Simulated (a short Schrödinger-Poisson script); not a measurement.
Structure: symmetric double-gate stack, SiO2 on p-type Si(110), at 77 K.

```csv
layer,material,thickness (nm),Na (cm⁻³)
1,SiO2,2,-
2,Si,5,7e15
3,SiO2,2,-
```

Constants are typed, rounded textbook-type inputs, not results; the design itself was drawn at random and stands for no fabricated device. SiO2: permittivity 3.9, conduction-band edge (eV) 3.15, gap (eV) 9, electron mass (mₑ) 0.5. Si: permittivity 11.7, conduction-band edge (eV) 0, gap (eV) 1.124, Nv at 300 K (cm⁻³) 3.1e19.

Channel valleys (confinement mass, in-plane density-of-states mass, number): Δ4 0.315, 0.324, 4; Δ2 0.19, 0.417, 2. At the gates, both at one voltage, the conduction-band edge of layer 1 lies 3.23 eV − eVg above the Fermi level of the channel. Gaps are held at their typed values at every temperature. Mesh 0.03 nm at interfaces.

From a short Schrödinger-Poisson script (our own, NumPy): 1D Poisson equation in equilibrium, electrons quantum, Hartree (BenDaniel-Duke, 12 states a valley, the channel's in-plane mass for all, wave functions ending at the dielectric), parabolic valleys, classical holes, full ionisation, no traps, pinning or gate leakage.

Only gate voltages with over 1e8 electrons/cm² are shown.

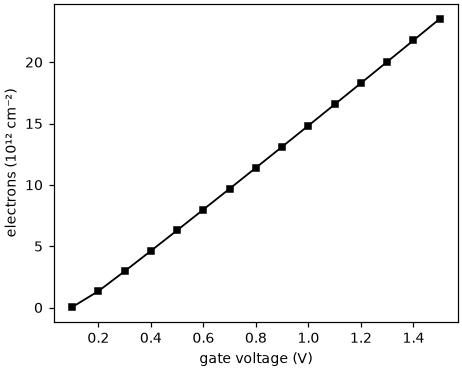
Figure: Sheet density against gate voltage

```
Vg (V)  electrons (cm⁻²)  C (μF/cm²)  Δ4 E0 (meV)  Δ4 E1 (meV)  Δ2 E0 (meV)  Δ2 E1 (meV)
------  ----------------  ----------  -----------  -----------  -----------  -----------
0.1              3.82e10       0.719         30.1        173.3         61.6        298.9
0.3              2.96e12        2.64         -1.6        134.6         29.9        260.3
0.5              6.30e12        2.70        -10.2        118.3         21.5        244.2
0.7              9.69e12        2.73        -17.0        104.3         15.0        230.3
0.9              1.31e13        2.75        -23.1         91.2          9.4        217.7
1.1              1.66e13        2.77        -28.7         79.1          4.4        205.9
1.3              2.00e13        2.79        -34.0         67.6         -0.1        195.0
1.5              2.35e13        2.81        -38.9         56.8         -4.2        184.8
```

Subbands count from the Fermi level. The capacitance is that of both gates.
